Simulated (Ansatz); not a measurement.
**CH5FSi (SMILES FC[SiH3]): density, localisation and related maps**

```xyz
8

C    -0.2813   -0.2530    0.9239
F     0.4121   -0.9962    1.8566
Si   -1.8658    0.4514    1.7047
H    -0.5238   -0.8940    0.0572
H     0.3677    0.5609    0.5537
H    -2.5937    1.2504    0.6712
H    -1.5131    1.3286    2.8588
H    -2.7348   -0.6649    2.1782
```

Geometry: PBE0-D3(BJ)/def2-SVP.

All numbers below come from isolated molecule in a Gaussian basis; Kohn-Sham density functional theory, functional PBE0 in Ansatz 0.2.0.

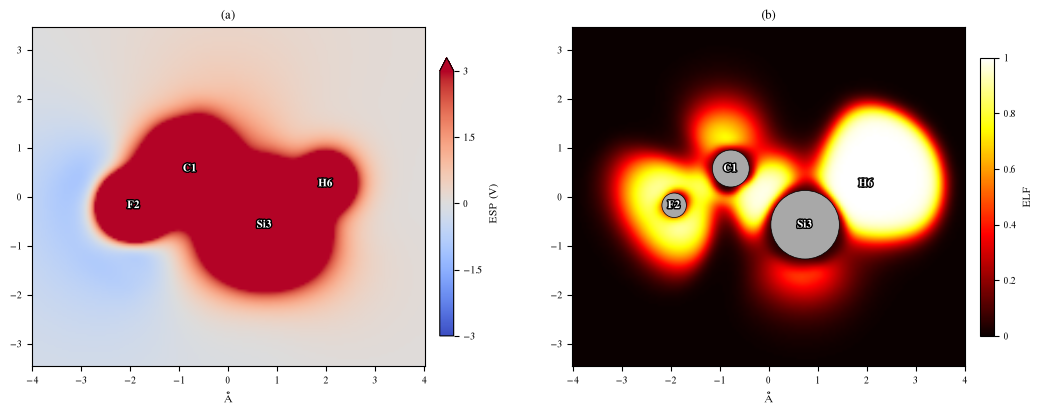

Figure 1. (a) molecular electrostatic potential; (b) electron localisation function on the plane of atoms F2, C1 and Si3. Grey discs cover the atomic cores in the ELF map.

Question: Read the bonding off the picture.

Answer:
- The plane passes through C, F, Si and H nuclei.
- C–F (1.38 Å): the ELF peaks at about 0.85 between the atoms: a shared but strongly polarised pair.
- C–Si (1.90 Å): the ELF peaks at about 1 between the atoms, as expected for localised, covalent bonding.
- Si–H (1.50 Å): the ELF climbs to about 1 towards the hydrogen, as it does in any bond to H.
- The ELF also peaks beside F2, away from the bonds: lone-pair regions.
- Outside the dense part of the molecule the potential is most negative (−1.0 V) near F2.

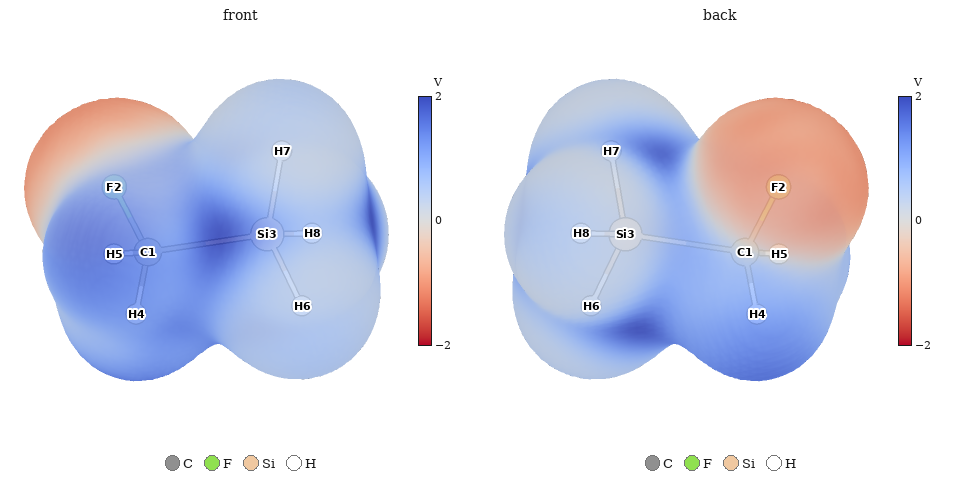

Figure 2. The molecular electrostatic potential painted on the density surface at 0.004 e/bohr³, seen from the front and from behind; red is negative and blue positive.

Question: Where is the surface potential most negative and most positive?

Answer: The most negative region (about −1.0 V, or −23 kcal/mol for a unit charge) lies over F2, the most positive (about +1.9 V, or +44 kcal/mol for a unit charge) over Si3.

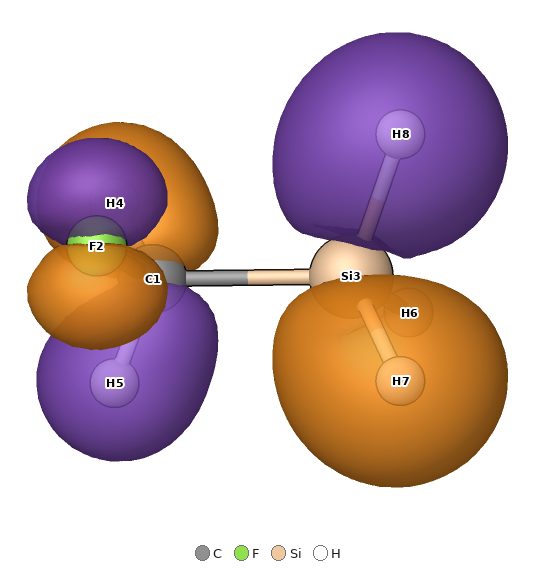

Figure 3. The HOMO−1 at ±0.1 Å⁻³ᐟ² (orange and purple are the two phases), seen from one side.

Question: Where does this orbital lie, and at what energy?

Answer: By Hirshfeld shares it lies mainly on Si3 (about 25 %), H8 (about 20 %), H7 (about 20 %), F2 (about 15 %), C1 (about 10 %), H4 (about 5 %) and H5 (about 5 %). Its energy is −9.57 eV.
